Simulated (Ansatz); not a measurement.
## Electronic structure of F3GaH2O in real space

```xyz
7

Ga    0.1803   -0.0627   -0.8567
O     0.1950    0.0348    1.2226
H    -0.4601   -0.6602    1.4535
H    -0.2575    0.8892    1.3957
F     1.8231   -0.2990   -1.4290
F    -0.5544    1.5456   -0.9770
F    -0.9264   -1.4476   -0.8090
```

Geometry: PBE-D4/def2-SVP; not at a stationary point (largest force 0.9 eV/Å).

The calculation used RKS PBE0-D4/def2-TZVP (Ansatz).

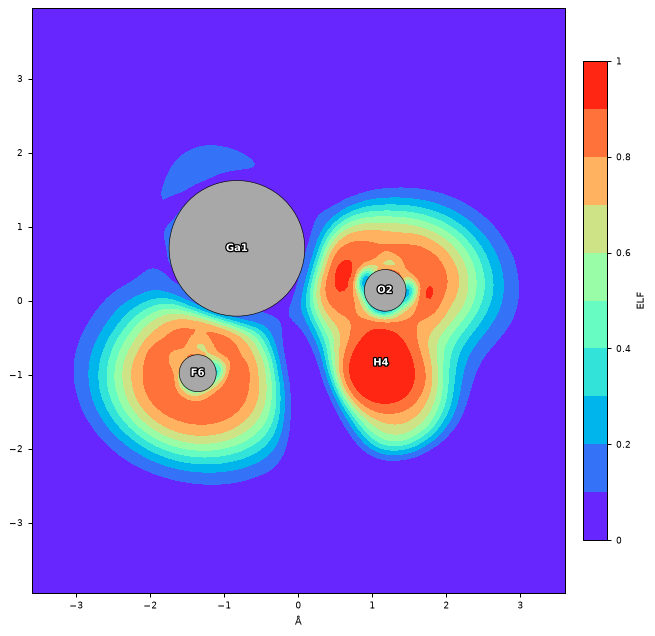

Figure 1. ELF on the plane of atoms Ga1, O2 and H4. Grey discs cover the atomic cores.

**Describe what can be read from this map.**

The plane passes through Ga, O, H and F nuclei.
Ga–F (1.77 Å): the ELF peaks at about 0.80 in the valence shell of F, 0.6 Å from its nucleus, and is about 0.15 at the midpoint.
Ga–O (2.08 Å): the ELF peaks at about 0.90 in the valence shell of O, 0.7 Å from its nucleus, and is about 0.25 at the midpoint.
O–H (0.98 Å): the ELF climbs to about 1 towards the hydrogen, as it does in any bond to H: a covalent bond by its length.
The ELF also peaks beside F6 and O2, away from the bonds: lone-pair regions.

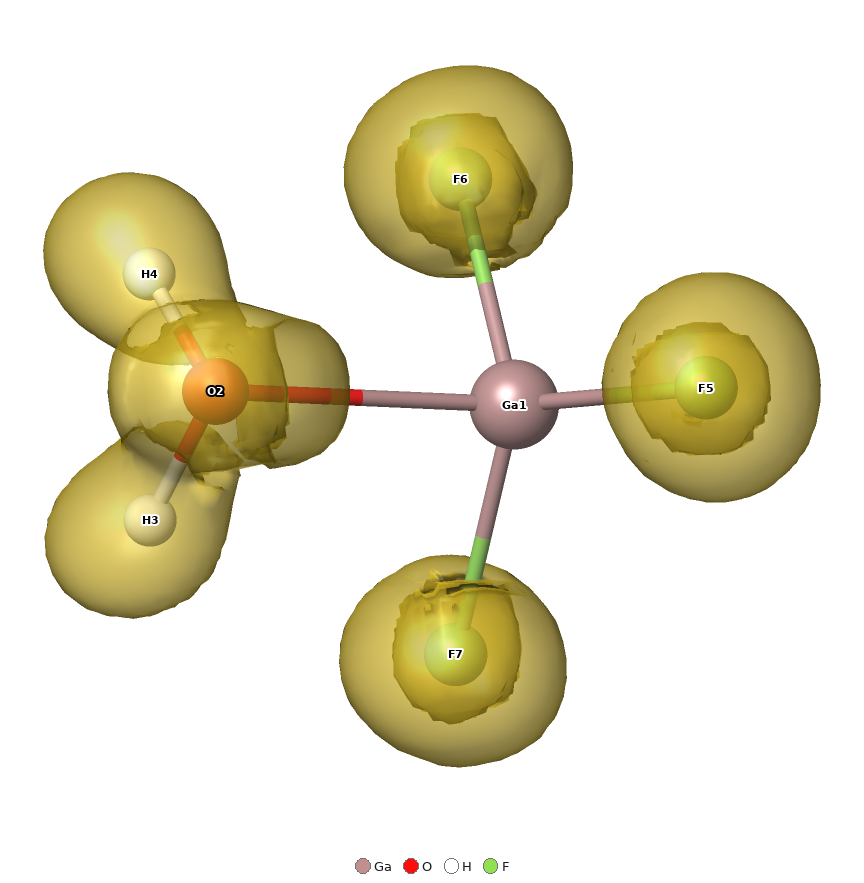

Figure 2. Isosurface of the ELF at 0.8 (yellow), seen across its widest extent. Only the valence region is drawn (cores and ρ < 0.01 e/Å³ removed).

**Where are the electrons localised?**

The ELF exceeds this value in three regions wrapped around F (the valence shell of each) and one joined region spread over several atoms (H, O), in which their bonds and any lone pairs are merged.


Ga–F (1.76 Å): the ELF peaks at about 0.85 in the valence shell of F, 0.5 Å from its nucleus, and is about 0.15 at the midpoint.

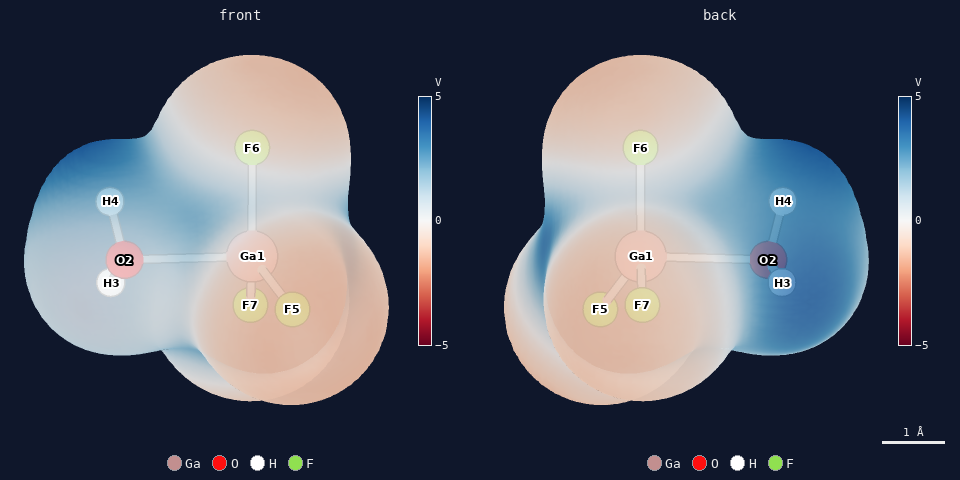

Figure 3. The molecular electrostatic potential painted on the density surface at 0.002 e/bohr³, seen from the front and from behind; the colour scale runs from red (negative) to blue (positive).

**Where is the surface potential most negative and most positive?**

The most negative region (about −1.4 V) lies over F5, the most positive (about +4.0 V) over H3 and H4.

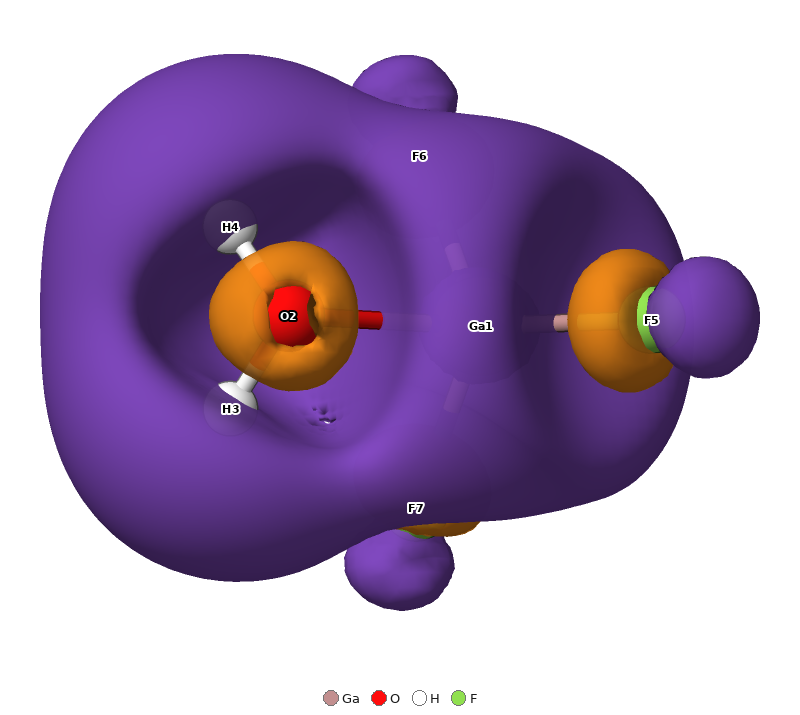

Figure 4. The LUMO at ±0.08 Å⁻³ᐟ² (orange and purple are the two phases), seen at a tilt.

**Describe this orbital and give its energy.**

Its weight (Hirshfeld) is mainly on Ga1 (about 40 %), H3 (about 10 %), H4 (about 10 %), O2 (about 10 %), F5 (about 10 %), F6 (about 10 %) and F7 (about 10 %). Its energy is −1.30 eV.
